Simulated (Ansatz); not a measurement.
# The perfect Al wire along [111], 7 atoms a period

What gap, if any, does the Al wire along [111], 7 atoms a period have, and how many channels would it open?

Main program and level: Ansatz 0.2.0; DFT PBE, plane waves, PAW; relaxation of a wire's period; PAW set soft_1, in the first sound run; inputs show where later runs differ.

## 1. Set-up

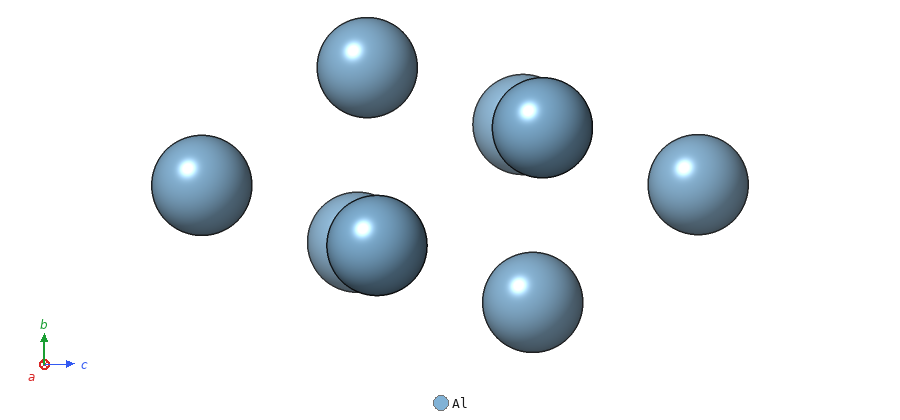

Start, viewed from the side, with the c axis across the page; aluminium light blue. Some periodic images of atoms are drawn too.

The cell holds 7 atoms: 7 Al. Cell: a = 9.657 Å, b = 10.099 Å, c = 6.997 Å, α = 90.0°, β = 90.0°, γ = 90.0°. Vacuum lies along a and b. The structure's axis is c.

## 2. Relaxing the period

Band widths follow the bond lengths, so the wire is relaxed first. The atoms and the third cell vector are free; the box across stays fixed as vacuum. A Fermi-Dirac smearing is set since the result may be a metal. The pressure printed is a third of the stress's trace over the whole box, vacuum included; only the stress along the axis is relaxed.

File input.yaml:

```yaml
crystal:
  lattice:
    - [9.657, 0.0, 0.0]
    - [0.0, 10.099, 0.0]
    - [0.0, 0.0, 6.9974852626]
  atoms:
    - { symbol: Al, position: [0.499985057, 0.499982483, 0.0] }
    - { symbol: Al, position: [0.352076214, 0.41832474, 0.333333333] }
    - { symbol: Al, position: [0.499985057, 0.663297969, 0.333333333] }
    - { symbol: Al, position: [0.6478939, 0.41832474, 0.333333333] }
    - { symbol: Al, position: [0.352076214, 0.581640226, 0.666666667] }
    - { symbol: Al, position: [0.499985057, 0.336666997, 0.666666667] }
    - { symbol: Al, position: [0.6478939, 0.581640226, 0.666666667] }
kpoints:
  mp_grid: { grid: [1, 1, 12] }
scf:
  occupations: { method: fermi_dirac, width: 0.05 }
hamiltonian:
  xc: pbe
  pseudopotentials: { kind: paw, azcp: { folder: soft_1 } }
relax:
  cell: { fix: [a, b, alpha, beta, gamma] }
  max_steps: 45
  f_tol: 0.03
```

The run is started by

```console
$ ansatz run input.yaml --threads 4 --pin off --max-ram 16384MiB --backend cpu --events-out ev --progress --plain --runs-dir out
```

Numbers of over 12 decimals in the logs are rounded to 6 here.

What it wrote:

```text
Engine: ansatz 0.2.0, aarch64-unknown-linux-gnu
Pseudopotentials: kind: paw
Pseudopotential: Al, paw, valence charge 3, recommended cutoff 420 eV (normal), soft_1/Al.paw.azcp
Functional definition: PBE
  parameter kappa = 0.804
  parameter beta = 0.066725
  exchange = pbe_x(kappa = kappa, mu = beta*pi^2/3)
  correlation = pbe_c(beta = beta)
Crystal: 7 atoms, lattice volume = 682.437 Å³
Basis set: ecut = 420 eV, 13355 PW (Γ), exchange–correlation on 144×144×96 points (8 copies of the dense FFT grid, shifted against one another)
Bands: 18, of which v1, the nominal top of the filled ones, is band 11 counted from 1 (10 counted from 0)
Symmetry: 4 space group operations
Space group: P2/m (ITA 10), of the structure as read, at distance tolerance 8.8e-5 Å
k-points: 7 of 12
Non-local potential: Al, projectors of the file, l = 0: 2, l = 1: 2, l = 2: 1
PAW form: soft (Blöchl's): semilocal exchange-correlation on the pseudo side does not see the compensation charge
PAW one-centre angular grid: Al, 110 points (default); XC on 64 Gauss nodes
Initial density: superposition of atomic densities (neutral atoms: chi_scale 0, normalization atom)
Initial wavefunctions: pseudopotential atomic-orbital guess
Functional: x = pbe(κ = 0.804, μ = 0.219515), c = pbe(β = 0.066725)
SCF iter   1: F=—  HF=-3756.370487 eV  |F-HF|=—  |Δ(HF+E_count)|=         —  Δρ=1.29e-2  dr2=5.45e0  ethr=3.10e-3  ⟨swp⟩=10.4  Hψ=946  notcnv=0
preconditioner: auto → LDOS  [insulator: Δε(μ)=0.196 eV  Ē_g=5.039 eV  σ=0.050 eV  W_gap=0.67  n_scr=38 (ndim 8)  ℏωp=6.5 eV  f_vac=0.413  D(μ)=3.18/eV (n_scr^D=10)  ε∞_Penn≈2.7  β→1.0]
SCF iter   2: F=—  HF=-3755.678680 eV  |F-HF|=—  |Δ(HF+E_count)|=   6.92e-1  Δρ=1.14e-2  dr2=3.58e0  ethr=3.10e-3  ⟨swp⟩=4.3  Hψ=433  notcnv=0  defer=4
SCF iter   3: F=—  HF=-3754.958460 eV  |F-HF|=—  |Δ(HF+E_count)|=   7.20e-1  Δρ=1.46e-3  dr2=3.68e-2  ethr=3.10e-3  ⟨swp⟩=3.7  Hψ=370  notcnv=0  defer=4
SCF iter   4: F=—  HF=-3754.958842 eV  |F-HF|=—  |Δ(HF+E_count)|=   3.81e-4  Δρ=2.98e-4  dr2=2.78e-3  ethr=1.75e-4  ⟨swp⟩=2.3  Hψ=235  notcnv=0  defer=4
SCF iter   5: F=—  HF=-3754.958827 eV  |F-HF|=—  |Δ(HF+E_count)|=   1.44e-5  Δρ=8.53e-5  dr2=8.83e-5  ethr=1.32e-5  ⟨swp⟩=2.6  Hψ=199  notcnv=0  defer=4
SCF iter   6: F=—  HF=-3754.958894 eV  |F-HF|=—  |Δ(HF+E_count)|=   6.66e-5  Δρ=1.96e-5  dr2=4.37e-6  ethr=4.21e-7  ⟨swp⟩=2.6  Hψ=207  notcnv=0  defer=4
SCF iter   7: F=—  HF=-3754.958897 eV  |F-HF|=—  |Δ(HF+E_count)|=   3.40e-6  Δρ=5.27e-6  dr2=2.91e-7  ethr=2.08e-8  ⟨swp⟩=2.6  Hψ=192  notcnv=0  defer=4
SCF iter   8: F=-3754.958898 eV  HF=-3754.958898 eV  |F-HF|=3.20e-9  |Δ(HF+E_count)|=   2.82e-7  Δρ=7.92e-7  dr2=6.14e-9  ethr=4.76e-10  ⟨swp⟩=5.0  Hψ=457  notcnv=0
SCF 1 converged in 8 iterations: F = -3754.958898 eV  dr2 = 6.14e-9
  greatest PAW one-centre occupation: 0.514 electrons in one spin orbital (limit 2), on the Al atom at site 6 (counted from 0), in its partial waves of l = 0
relax step   1: F+E_penalty+E_count = -3754.95889758 eV  Δ(F+E_penalty+E_count) = +0.000e0 eV  max|allowed force component| = 8.414e-1 eV/Å  Δτ_max = 0.0000 Å  P = -1.244 GPa  Ω = 682.437 Å³  fix = [a, b, alpha, beta, gamma]  reactions: a -0.409, b -0.375 GPa; alpha +0.005 GPa/rad  (8 SCF iters, dr2 threshold 1.00e-7 eV, accepted)
Crystal: 7 atoms, lattice volume = 649.005 Å³
Basis set: ecut = 420 eV, 12671 PW (Γ), exchange–correlation on 144×144×96 points (8 copies of the dense FFT grid, shifted against one another)
Initial density: handed on by an earlier stage of this run
Initial wavefunctions: those handed on with the density
iter 1 solved again at ethr=2.48e-3 eV; its pass at ethr=3.10e-3 eV (dr2=5.21e-1 eV) is discarded
SCF iter   1: F=—  HF=-3755.881983 eV  |F-HF|=—  |Δ(HF+E_count)|=         —  Δρ=4.69e-3  dr2=5.37e-1  ethr=2.48e-3  ⟨swp⟩=1.0  Hψ=1029  notcnv=0
preconditioner: auto → LDOS  [insulator: Δε(μ)=0.287 eV  Ē_g=5.086 eV  σ=0.050 eV  W_gap=0.75  n_scr=38 (ndim 8)  ℏωp=6.7 eV  f_vac=0.460  D(μ)=2.78/eV (n_scr^D=4)  ε∞_Penn≈2.7  β→1.0]
SCF iter   2: F=—  HF=-3755.836928 eV  |F-HF|=—  |Δ(HF+E_count)|=   4.51e-2  Δρ=3.89e-3  dr2=4.37e-1  ethr=2.48e-3  ⟨swp⟩=3.0  Hψ=270  notcnv=0
SCF iter   3: F=—  HF=-3755.738697 eV  |F-HF|=—  |Δ(HF+E_count)|=   9.82e-2  Δρ=6.15e-4  dr2=7.43e-3  ethr=2.08e-3  ⟨swp⟩=3.0  Hψ=285  notcnv=0  defer=4
SCF iter   4: F=—  HF=-3755.736886 eV  |F-HF|=—  |Δ(HF+E_count)|=   1.81e-3  Δρ=1.88e-4  dr2=8.10e-4  ethr=3.54e-5  ⟨swp⟩=2.1  Hψ=222  notcnv=0  defer=4
SCF iter   5: F=—  HF=-3755.736773 eV  |F-HF|=—  |Δ(HF+E_count)|=   1.13e-4  Δρ=4.52e-5  dr2=2.16e-5  ethr=3.86e-6  ⟨swp⟩=2.1  Hψ=173  notcnv=0  defer=4
SCF iter   6: F=—  HF=-3755.736770 eV  |F-HF|=—  |Δ(HF+E_count)|=   3.41e-6  Δρ=8.80e-6  dr2=8.46e-7  ethr=1.03e-7  ⟨swp⟩=2.1  Hψ=204  notcnv=0  defer=4
SCF iter   7: F=-3755.736770 eV  HF=-3755.736770 eV  |F-HF|=9.70e-9  |Δ(HF+E_count)|=   5.37e-7  Δρ=1.48e-6  dr2=2.52e-8  ethr=3.33e-9  ⟨swp⟩=5.0  Hψ=436  notcnv=0
SCF 2 converged in 7 iterations: F = -3755.736770 eV  dr2 = 2.52e-8
  greatest PAW one-centre occupation: 0.507 electrons in one spin orbital (limit 2), on the Al atom at site 6 (counted from 0), in its partial waves of l = 0
relax step   2: F+E_penalty+E_count = -3755.73677042 eV  Δ(F+E_penalty+E_count) = -7.779e-1 eV  max|allowed force component| = 2.584e-1 eV/Å  Δτ_max = 0.1174 Å  P = -0.667 GPa  Ω = 649.005 Å³  energy of the carried Pulay correction = +1.061e-3 eV  fix = [a, b, alpha, beta, gamma]  reactions: a -0.190, b -0.152 GPa; alpha +0.009 GPa/rad  (7 SCF iters, dr2 threshold 7.00e-7 eV, accepted)
Crystal: 7 atoms, lattice volume = 616.128 Å³
Basis set: ecut = 420 eV, 12049 PW (Γ), exchange–correlation on 144×144×96 points (8 copies of the dense FFT grid, shifted against one another)
iter 1 solved again at ethr=7.37e-4 eV; its pass at ethr=3.10e-3 eV (dr2=1.55e-1 eV) is discarded
SCF iter   1: F=—  HF=-3756.114044 eV  |F-HF|=—  |Δ(HF+E_count)|=         —  Δρ=2.40e-3  dr2=1.58e-1  ethr=7.37e-4  ⟨swp⟩=1.0  Hψ=923  notcnv=0
preconditioner: auto → Resta (q_TF=auto, 1.554 Å⁻¹)  ε∞=2.7  [insulator: Δε(μ)=0.457 eV  Ē_g=5.216 eV  σ=0.050 eV  W_gap=0.98  n_scr=38 (ndim 8)  ℏωp=6.9 eV  f_vac=0.466  D(μ)=0.25/eV (n_scr^D=0)  ε∞_Penn≈2.7  vacuum switching on, ρ_ref=2.0e-3 e/Å³]
SCF iter   2: F=—  HF=-3756.069471 eV  |F-HF|=—  |Δ(HF+E_count)|=   4.46e-2  Δρ=7.22e-4  dr2=7.72e-3  ethr=7.37e-4  ⟨swp⟩=2.3  Hψ=224  notcnv=0
SCF iter   3: F=—  HF=-3756.067282 eV  |F-HF|=—  |Δ(HF+E_count)|=   2.19e-3  Δρ=2.59e-4  dr2=7.76e-4  ethr=3.68e-5  ⟨swp⟩=2.4  Hψ=199  notcnv=0
SCF iter   4: F=—  HF=-3756.067193 eV  |F-HF|=—  |Δ(HF+E_count)|=   8.94e-5  Δρ=4.05e-5  dr2=2.59e-5  ethr=3.70e-6  ⟨swp⟩=2.3  Hψ=201  notcnv=0
SCF iter   5: F=—  HF=-3756.067212 eV  |F-HF|=—  |Δ(HF+E_count)|=   1.88e-5  Δρ=1.28e-5  dr2=4.84e-6  ethr=1.23e-7  ⟨swp⟩=2.0  Hψ=189  notcnv=0
SCF iter   6: F=-3756.067210 eV  HF=-3756.067211 eV  |F-HF|=3.10e-7  |Δ(HF+E_count)|=   1.06e-6  Δρ=4.47e-6  dr2=4.36e-7  ethr=3.33e-9  ⟨swp⟩=3.6  Hψ=549  notcnv=0
SCF 3 converged in 6 iterations: F = -3756.067210 eV  dr2 = 4.36e-7
  greatest PAW one-centre occupation: 0.504 electrons in one spin orbital (limit 2), on the Al atom at site 6 (counted from 0), in its partial waves of l = 0
relax step   3: F+E_penalty+E_count = -3756.06721021 eV  Δ(F+E_penalty+E_count) = -3.304e-1 eV  max|allowed force component| = 2.559e-1 eV/Å  Δτ_max = 0.0443 Å  P = -0.224 GPa  Ω = 616.128 Å³  energy of the carried Pulay correction = +2.157e-3 eV  fix = [a, b, alpha, beta, gamma]  reactions: a -0.027, b +0.024 GPa; alpha +0.018 GPa/rad  (6 SCF iters, dr2 threshold 7.00e-7 eV, accepted)
Crystal: 7 atoms, lattice volume = 582.840 Å³
Basis set: ecut = 420 eV, 11343 PW (Γ), exchange–correlation on 144×144×96 points (8 copies of the dense FFT grid, shifted against one another)
iter 1 solved again at ethr=8.51e-4 eV; its pass at ethr=3.10e-3 eV (dr2=1.79e-1 eV) is discarded
SCF iter   1: F=—  HF=-3756.110970 eV  |F-HF|=—  |Δ(HF+E_count)|=         —  Δρ=2.60e-3  dr2=1.85e-1  ethr=8.51e-4  ⟨swp⟩=1.1  Hψ=941  notcnv=0
preconditioner: auto → Resta (q_TF=auto, 1.568 Å⁻¹)  ε∞=2.8  [insulator: Δε(μ)=0.422 eV  Ē_g=5.236 eV  σ=0.050 eV  W_gap=0.97  n_scr=38 (ndim 8)  ℏωp=7.0 eV  f_vac=0.454  D(μ)=0.27/eV (n_scr^D=0)  ε∞_Penn≈2.8  vacuum switching on, ρ_ref=2.0e-3 e/Å³]
SCF iter   2: F=—  HF=-3756.058987 eV  |F-HF|=—  |Δ(HF+E_count)|=   5.20e-2  Δρ=6.18e-4  dr2=6.69e-3  ethr=8.51e-4  ⟨swp⟩=2.3  Hψ=222  notcnv=0
SCF iter   3: F=—  HF=-3756.057558 eV  |F-HF|=—  |Δ(HF+E_count)|=   1.43e-3  Δρ=2.43e-4  dr2=8.88e-4  ethr=3.18e-5  ⟨swp⟩=2.6  Hψ=231  notcnv=0  defer=1
SCF iter   4: F=—  HF=-3756.057509 eV  |F-HF|=—  |Δ(HF+E_count)|=   4.94e-5  Δρ=3.71e-5  dr2=2.37e-5  ethr=4.23e-6  ⟨swp⟩=2.9  Hψ=203  notcnv=0  defer=1
SCF iter   5: F=—  HF=-3756.057502 eV  |F-HF|=—  |Δ(HF+E_count)|=   6.48e-6  Δρ=1.36e-5  dr2=3.84e-6  ethr=1.13e-7  ⟨swp⟩=2.1  Hψ=192  notcnv=0  defer=1
SCF iter   6: F=-3756.057502 eV  HF=-3756.057502 eV  |F-HF|=2.46e-8  |Δ(HF+E_count)|=   3.16e-7  Δρ=3.07e-6  dr2=9.63e-8  ethr=3.33e-9  ⟨swp⟩=5.9  Hψ=463  notcnv=0
SCF 4 converged in 6 iterations: F = -3756.057502 eV  dr2 = 9.63e-8
  greatest PAW one-centre occupation: 0.505 electrons in one spin orbital (limit 2), on the Al atom at site 6 (counted from 0), in its partial waves of l = 0
relax step   4: F+E_penalty+E_count = -3756.05750197 eV  Δ(F+E_penalty+E_count) = +9.708e-3 eV  max|allowed force component| = 1.453e-1 eV/Å  Δτ_max = 0.0771 Å  P = +0.132 GPa  Ω = 582.840 Å³  energy of the carried Pulay correction = +3.326e-3 eV  fix = [a, b, alpha, beta, gamma]  (6 SCF iters, dr2 threshold 7.00e-7 eV, rejected (line search))
Crystal: 7 atoms, lattice volume = 600.280 Å³
Basis set: ecut = 420 eV, 11741 PW (Γ), exchange–correlation on 144×144×96 points (8 copies of the dense FFT grid, shifted against one another)
iter 1 solved again at ethr=2.17e-4 eV; its pass at ethr=3.10e-3 eV (dr2=4.56e-2 eV) is discarded
SCF iter   1: F=—  HF=-3756.142723 eV  |F-HF|=—  |Δ(HF+E_count)|=         —  Δρ=1.25e-3  dr2=4.64e-2  ethr=2.17e-4  ⟨swp⟩=1.6  Hψ=912  notcnv=0
preconditioner: auto → Resta (q_TF=auto, 1.560 Å⁻¹)  ε∞=2.8  [insulator: Δε(μ)=0.417 eV  Ē_g=5.157 eV  σ=0.050 eV  W_gap=0.97  n_scr=38 (ndim 8)  ℏωp=6.9 eV  f_vac=0.473  D(μ)=0.33/eV (n_scr^D=0)  ε∞_Penn≈2.8  vacuum switching on, ρ_ref=1.9e-3 e/Å³]
SCF iter   2: F=—  HF=-3756.129945 eV  |F-HF|=—  |Δ(HF+E_count)|=   1.28e-2  Δρ=3.27e-4  dr2=2.21e-3  ethr=2.17e-4  ⟨swp⟩=2.1  Hψ=216  notcnv=0
SCF iter   3: F=—  HF=-3756.129414 eV  |F-HF|=—  |Δ(HF+E_count)|=   5.30e-4  Δρ=1.29e-4  dr2=2.91e-4  ethr=1.05e-5  ⟨swp⟩=2.6  Hψ=201  notcnv=0
SCF iter   4: F=—  HF=-3756.129367 eV  |F-HF|=—  |Δ(HF+E_count)|=   4.76e-5  Δρ=2.23e-5  dr2=1.07e-5  ethr=1.39e-6  ⟨swp⟩=2.9  Hψ=209  notcnv=0
SCF iter   5: F=—  HF=-3756.129332 eV  |F-HF|=—  |Δ(HF+E_count)|=   3.46e-5  Δρ=8.80e-6  dr2=1.35e-6  ethr=5.09e-8  ⟨swp⟩=2.0  Hψ=187  notcnv=0
SCF iter   6: F=—  HF=-3756.129357 eV  |F-HF|=—  |Δ(HF+E_count)|=   2.46e-5  Δρ=1.72e-6  dr2=3.89e-8  ethr=6.42e-9  ⟨swp⟩=2.3  Hψ=199  notcnv=0
SCF iter   7: F=—  HF=-3756.129357 eV  |F-HF|=—  |Δ(HF+E_count)|=   1.22e-8  Δρ=3.32e-7  dr2=1.55e-9  ethr=1.85e-10  ⟨swp⟩=2.0  Hψ=199  notcnv=0
SCF iter   8: F=-3756.129357 eV  HF=-3756.129357 eV  |F-HF|=1.50e-11  |Δ(HF+E_count)|=  9.05e-10  Δρ=5.08e-8  dr2=5.78e-11  ethr=1.00e-12  ⟨swp⟩=4.0  Hψ=557  notcnv=0
SCF 5 converged in 8 iterations: F = -3756.129357 eV  dr2 = 5.78e-11
relax step   5: F+E_penalty+E_count = -3756.12935661 eV  Δ(F+E_penalty+E_count) = -6.215e-2 eV  max|allowed force component| = 2.962e-2 eV/Å  Δτ_max = 0.0414 Å  P = -0.055 GPa  Ω = 600.280 Å³  energy of the carried Pulay correction = +2.706e-3 eV  fix = [a, b, alpha, beta, gamma]  reactions: a -0.101, b -0.069 GPa; alpha +0.020 GPa/rad  (8 SCF iters, accepted)
Basis set: ecut = 420 eV, 11741 PW (Γ), exchange–correlation on 144×144×90 points (8 copies of the dense FFT grid, shifted against one another)
Initial wavefunctions: pseudopotential atomic-orbital guess (no wavefunctions were taken with the density)
iter 1 solved again at ethr=5.45e-7 eV; its pass at ethr=3.10e-3 eV (dr2=1.14e-4 eV) is discarded
SCF iter   1: F=—  HF=-3756.128323 eV  |F-HF|=—  |Δ(HF+E_count)|=         —  Δρ=1.84e-5  dr2=1.94e-7  ethr=5.45e-7  ⟨swp⟩=3.4  Hψ=1371  notcnv=0
eigensolver tolerance schedule: the retry pair's looser diagonalisation over-reported the residual by 589.10 of it (diagonalisation noise at 0.12 of the residual, at the tolerance the schedule requests for it); recorded, not acted on — ethr = c·dr2/N_el stays at c = 1.0e-1
preconditioner: auto → Resta (q_TF=auto, 1.560 Å⁻¹)  ε∞=2.8  [insulator: Δε(μ)=0.466 eV  Ē_g=5.184 eV  σ=0.050 eV  W_gap=0.98  n_scr=38 (ndim 8)  ℏωp=6.9 eV  f_vac=0.468  D(μ)=0.24/eV (n_scr^D=0)  ε∞_Penn≈2.8  vacuum switching on, ρ_ref=1.9e-3 e/Å³]
SCF iter   2: F=—  HF=-3756.128269 eV  |F-HF|=—  |Δ(HF+E_count)|=   5.39e-5  Δρ=9.53e-6  dr2=5.59e-8  ethr=9.24e-10  ⟨swp⟩=2.9  Hψ=256  notcnv=0
SCF iter   3: F=—  HF=-3756.128270 eV  |F-HF|=—  |Δ(HF+E_count)|=   1.06e-6  Δρ=1.40e-6  dr2=1.70e-8  ethr=2.66e-10  ⟨swp⟩=2.0  Hψ=200  notcnv=0
SCF iter   4: F=—  HF=-3756.128270 eV  |F-HF|=—  |Δ(HF+E_count)|=   1.44e-8  Δρ=2.66e-7  dr2=1.50e-9  ethr=8.10e-11  ⟨swp⟩=2.9  Hψ=199  notcnv=0
SCF iter   5: F=-3756.128270 eV  HF=-3756.128270 eV  |F-HF|=8.19e-12  |Δ(HF+E_count)|=  1.14e-10  Δρ=4.06e-8  dr2=1.10e-11  ethr=1.00e-12  ⟨swp⟩=4.0  Hψ=565  notcnv=0
SCF 6 converged in 5 iterations: F = -3756.128270 eV  dr2 = 1.10e-11
relax step   6: F+E_penalty+E_count = -3756.12826981 eV  Δ(F+E_penalty+E_count) = +1.087e-3 eV  max|allowed force component| = 2.957e-2 eV/Å  Δτ_max = 0.0000 Å  P = -0.058 GPa  Ω = 600.280 Å³  fix = [a, b, alpha, beta, gamma]  reactions: a -0.103, b -0.071 GPa; alpha +0.020 GPa/rad  stress off target by 1.02e-3 GPa on what of the cell is left free  SCF on the basis re-selected at this cell (its energy is not comparable with the rows above)  (5 SCF iters)
basis re-selected at this cell: Δ(F+E_penalty+E_count) = +1.087e-3 eV, ΔP = -0.003 GPa vs the last step (what re-selecting the basis moved, of the pressure what is left beyond the Pulay correction that the steps carried, after the strain that the cell walked since its last selection, with what the two solves' SCF thresholds leave and, on support functions, any second-order correction that the steps lacked; it is no measure of the basis error at this ecutwfc). The dense FFT grid was sized anew with the basis: this SCF ran on 72×72×45 points, the steps before it on 72×72×48, so part of this shift can come from that change (see relax.cell in the input reference). [rest of the remark cut]
SCF converged after 5 iterations
Free energy (F): -3756.128270 eV
Harris-Foulkes:  -3756.128270 eV  (|F-HF|=8.19e-12)
Internal energy: -3756.124603 eV  (E = F + TS)
E sigma→0 (E₀):  -3756.126437 eV
Entropy (-TS):   -0.003666 eV (-0.524 meV/atom)
Fermi energy:    -1.666429 eV
--- Per-component energies (eV) ---
  E_band       = -108.063524
  E_kinetic    = 138.141608
  E_local      = -879.072476  (includes V_loc(G=0)·N_el)
  E_nonlocal   = 74.495196
  E_hartree    = 384.552303
  E_xc         = -250.389090
  E_vxc        = -185.739845  (∫ρ·V_xc dr)
  E_paw        = -3286.244837  (= ΣΔE_a)
  E_vpaw       = -24.992594  (= ΣTr[D̂ρ^β])
  E_aug_tail   = -0.000013  (compensation charges beyond the density's cutoff)
  E_ewald      = 62.392707
  E_smearing   = -0.003666  (= −TS)
  E_closure    = 0.000000  (closes the sum)
  Σ components = -3756.128270   (vs F -3756.128270, Δ=0.00e0)
--- Forces (eV/Å), atoms counted from 1 ---
  atom   1  Al     0.00000000     0.00000000     0.00000000
  atom   2  Al    -0.02957411    -0.01422453     0.02668425
  atom   3  Al     0.00000000     0.02459684     0.02217211
  atom   4  Al     0.02957411    -0.01422453     0.02668425
  atom   5  Al    -0.02957411     0.01422453    -0.02668425
  atom   6  Al     0.00000000    -0.02459684    -0.02217211
  atom   7  Al     0.02957411     0.01422453    -0.02668425
  max |Σ_I F_I| component: 3.47e-18 eV/Å
--- Stress (GPa, compression-positive) ---
       -0.102774       0.000000       0.000000
        0.000000      -0.071415      -0.020283
        0.000000      -0.020283      -0.001022
  P = ⅓ Tr σ = -0.0584 GPa (-0.584 kbar)
--- Relaxed structure (5 steps of the walk, 4 accepted, 1 SCFs on fresh bases) ---
  F+E_penalty+E_count = -3756.12826981 eV   max|allowed force component| = 2.957e-2 eV/Å   (the final SCF, on the basis selected at the relaxed cell)
  cell:  # Å, volume = 600.2802 Å³
    - [9.657, 0.0, 0.0]
    - [0.0, 10.099, 0]
    - [0.0, 0, 6.155076]
  atoms:
    - { symbol: Al, position: [0.499985, 0.499982483, 1.4166097112046137e-19] }
    - { symbol: Al, position: [0.352483, 0.418837, 0.337737] }
    - { symbol: Al, position: [0.499985, 0.662970, 0.338760] }
    - { symbol: Al, position: [0.647487, 0.418837, 0.337737] }
    - { symbol: Al, position: [0.352483, 0.581128, 0.662263] }
    - { symbol: Al, position: [0.499985, 0.336995, 0.661240] }
    - { symbol: Al, position: [0.647487, 0.581128, 0.662263] }
```

The job ended after 20 s (4 threads of Arm Neoverse N1, shared host; peak memory 0.83 GiB; 74 s of CPU time).

(Continued in part 2 of 2.)

[Logs are printed without paths, hosts, clocks, repeated set-up lines and the standing remarks that a program may print on its own settings, such as how far it seeks lower states.]

[Hosts, paths, dates, database ids (printed as entryN), source tags and the programs' standing remarks are cut or masked in the printed files.]
